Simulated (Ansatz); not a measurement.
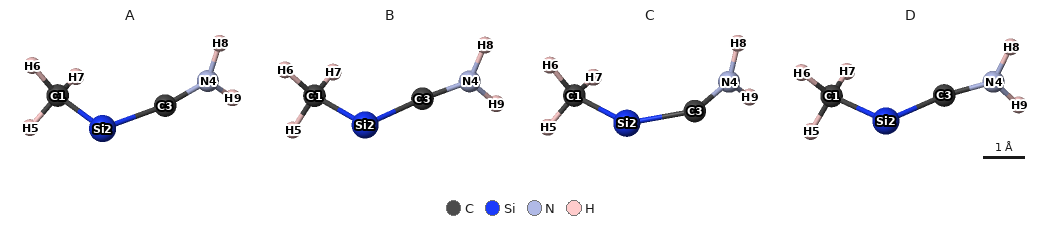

4 geometries from one relaxation of C2H5NSi, in shuffled order. Style: ball-and-stick. Shown from a free direction.

The run prepares an end point of a later path (torsion) calculation, from a guessed geometry.

Level of theory: RKS PBE-D4/6-31G* (Ansatz). Set-up: no spin polarisation; force threshold 0.015 eV/Å; at most 40 steps.

Q: Put them in the order of the run, from the start to the converged end.

A: C, A, B, D. They are steps 0, 2, 6, 17, at +175.2 kJ/mol, +15.3 kJ/mol, +2.07 kJ/mol relative to the last. C3 moves most after the best rigid fit: 0.65 Å. Largest moves by element: C 0.65 Å, H 0.35 Å, N 0.11 Å, Si 0.11 Å. Near-neighbour distances that change, for instance: C1–Si2 1.897 → 1.955 Å, C3–N4 1.329 → 1.303 Å, N4–H8 1.012 → 1.029 Å, C1–H5 1.088 → 1.104 Å. Among the angles between lasting bonds that change: Si2–C3–N4 140.3° → 166.3°, C1–Si2–C3 124.2° → 102.0°, Si2–C1–H7 110.6° → 115.3°. The energy falls by 175.2 kJ/mol in 15 accepted moves (17 points after the start). The largest force component goes from 3.2 to 0.0027 eV/Å. The line search rejected the trial steps at points 3, 9 of the run. The run took 37 s on 1 thread of Intel(R) Xeon(R) Platinum 8375C CPU @ 2.90GHz (Ice Lake), with other jobs on the host, peak memory 0.15 GiB.
